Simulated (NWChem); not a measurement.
**ZrO2 (zirconia): levels of theory compared**

Aim: a comparison of 6 runs (HF/def2-TZVP, BLYP/def2-TZVP, PBE/def2-TZVP, SVWN5/def2-TZVP, MP2/def2-TZVP, CCSD(T)/def2-TZVP) of ZrO2 (zirconia). 

The calculation is run with NWChem 7.3.0.

1 further run of the same task is left out (set aside as unsound or not needed).

## (1) Starting point

The species is ZrO2 (3 atoms), meant as a singlet with charge 0. SMILES: `[O]=[Zr]=[O]`. One bond was lengthened or shortened from a relaxed shape.

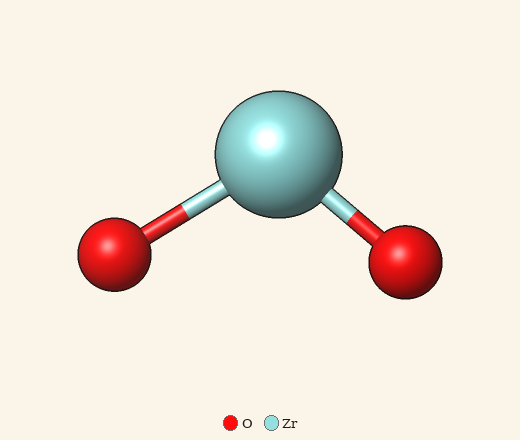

The structure, seen from a chosen angle (oxygen red, zirconium light teal).

## (2) A single-point energy at HF/def2-TZVP (core potential) (run 1)

Contents of calc.nw:

```
start calc
title "O2Zr"
memory total 2200 mb

geometry units angstrom noautosym nocenter noautoz
  O     0.700404    1.512654    0.393891
  Zr    0.348500   -0.481700    0.351800
  O    -1.003000   -0.770800   -0.740100
end

basis spherical bse
  * library def2-TZVP
end

ecp bse
  Zr library def2-TZVP
end

scf
  thresh 1e-08
  maxiter 80
end

task scf energy
```

The run is started by

```bash
$ nwchem calc.nw > calc.out
```

Output:

```text
[...]
  functions       =   102
[...]
  wavefunction    = RHF
[...]
         Total SCF energy =   -196.279572034612
      One-electron energy =   -416.359494310278
      Two-electron energy =    155.113128546649
 Nuclear repulsion energy =     64.966793729018
        Time for solution =     22.7s
[...]
```

It took 24 s on 1 thread of Intel Xeon Platinum 8559C (Emerald Rapids), shared host; peak memory 0.1 GiB.

## (3) The energy at BLYP/def2-TZVP (core potential) (run 2)

Contents of o2zr.nw:

```
START o2zr
memory total 2200 mb
charge 0
GEOMETRY units angstroms noautosym nocenter noautoz
  O        0.700404       1.512654       0.393891
  Zr       0.348500      -0.481700       0.351800
  O       -1.003000      -0.770800      -0.740100
END
BASIS spherical bse
  * library def2-TZVP
END
ECP bse
  Zr library def2-TZVP
END
DFT
  xc becke88 lyp
  mult 1
  grid fine
  convergence energy 1e-08
  maxiter 100
  mulliken
  print low
END
TASK dft energy
```

The run is started by

```bash
$ nwchem o2zr.nw > o2zr.out
```

Output:

```text
[...]
 d= 0,ls=0.0,diis     1   -196.8421882610 -2.62D+02  5.07D-02  4.62D+00     1.6
[...]
 d= 0,ls=0.5,diis    74   -197.5692051480 -9.62D-09  1.15D-06  4.62D-08    90.1
         Total DFT energy =     -197.569205156385
      One electron energy =     -416.734077239791
           Coulomb energy =      177.223619152750
    Exchange-Corr. energy =      -23.025540798361
 Nuclear repulsion energy =       64.966793729018
[...]
      Total Density - Mulliken Population Analysis
     ---------------------------------------------
    Atom       Charge   Shell Charges
 -----------   ------   -------------------------------------------------------
    1 O    8     8.61   0.79  1.17  0.64  0.92  0.43  1.81  1.72  1.11  0.00  0.01  0.00
    2 Zr  12    10.85   0.03 -0.36  1.65  0.69  0.15 -0.01  5.12  0.84  0.14  0.07  1.27  0.97  0.24  0.07
    3 O    8     8.54   0.79  1.17  0.63  0.93  0.42  1.85  1.78  0.95  0.00  0.02  0.00
[...]
```

Run time: 92 s. Hardware: 1 thread of Intel Xeon Platinum 8559C (Emerald Rapids), shared host; peak memory 0.12 GiB.

Runs 3 to 5 aren't shown in full; the table further down has their settings and results.

## (4) A single-point energy at CCSD(T)/def2-TZVP (core potential) (run 6)

Contents of o2zr.nw:

```
start o2zr
title "O2Zr"
memory total 2200 mb

geometry noautosym nocenter noautoz
   O      0.700404     1.512654     0.393891
   Zr     0.348500    -0.481700     0.351800
   O     -1.003000    -0.770800    -0.740100
end

basis spherical bse
   * library def2-TZVP
end

ecp bse
   Zr library def2-TZVP
end

scf
   singlet
   rhf
   thresh 1e-08
   maxiter 80
end

ccsd
   freeze core 2
   maxiter 60
end

task ccsd(t) energy
```

The run is started by

```bash
$ nwchem o2zr.nw > o2zr.out
```

Output:

```text
[...]
  functions       =   102
[...]
  wavefunction    = RHF
[...]
         Total SCF energy =   -196.279572034612
      One-electron energy =   -416.359494310278
      Two-electron energy =    155.113128546649
 Nuclear repulsion energy =     64.966793729018
        Time for solution =     22.7s
[...]
 Total MP2 energy:           -197.123615421956401
[...]
             energy      energy      error      ampl     ampl      Block
                                                time     time      time
[...]
 Total CCSD energy:           -197.065814533260237
[...]
 Total CCSD+T(CCSD) energy:           -197.132274419206226
[...]
 Total CCSD(T) energy:                -197.118234457500733
[...]
```

Run time: 5.4 min. Hardware: 1 thread of Intel Xeon Platinum 8559C (Emerald Rapids), shared host; peak memory 0.38 GiB.

## (5) Overview of the runs

```csv
run,level,iteration cap,module,energy (Eh),HOMO energy (eV),LUMO energy (eV),HOMO–LUMO gap (eV),wall time
1,HF/def2-TZVP (core potential),80,scf,-196.279572,-9.57,-1.58,7.99,24 s
2,BLYP/def2-TZVP (core potential),100,dft,-197.569205,–,–,–,92 s
3,PBE/def2-TZVP (core potential),100,dft,-197.464994,–,–,–,23 s
4,SVWN5/def2-TZVP (core potential),100,dft,-196.432087,-5.32,-4.17,1.15,77 s
5,MP2/def2-TZVP (core potential),80,mp2,-197.123615,-9.57,-1.58,7.99,26 s
6,CCSD(T)/def2-TZVP (core potential),80,ccsd(t),-197.118234,-9.57,-1.58,7.99,5.4 min
```

## (6) Outcome

| quantity | value |
| --- | --- |
| run 6: total energy | -197.11823 Eh |
| run 6: HOMO energy (Hartree–Fock orbitals) | -9.57 eV |
| run 6: LUMO energy (Hartree–Fock orbitals) | -1.58 eV |
| run 6: HOMO–LUMO gap (Hartree–Fock orbitals) | 7.99 eV |
| run 6: correlation energy (2 core orbitals frozen) | -838.7 mEh |
| run 6: (T) correction | -52.42 mEh |

What this shows: Below the HF energy at the same shape and in the same basis (def2-TZVP): MP2 -844.0 mEh; CCSD(T) -838.7 mEh. Over runs 1, 3, 4 the dipole moment (its size) runs from 7.84 D (SVWN5/def2-TZVP) to 10.62 D (HF/def2-TZVP). Totals of different functionals can't be ranked against each other. All runs together took 9.5 min, the longest 5.4 min.
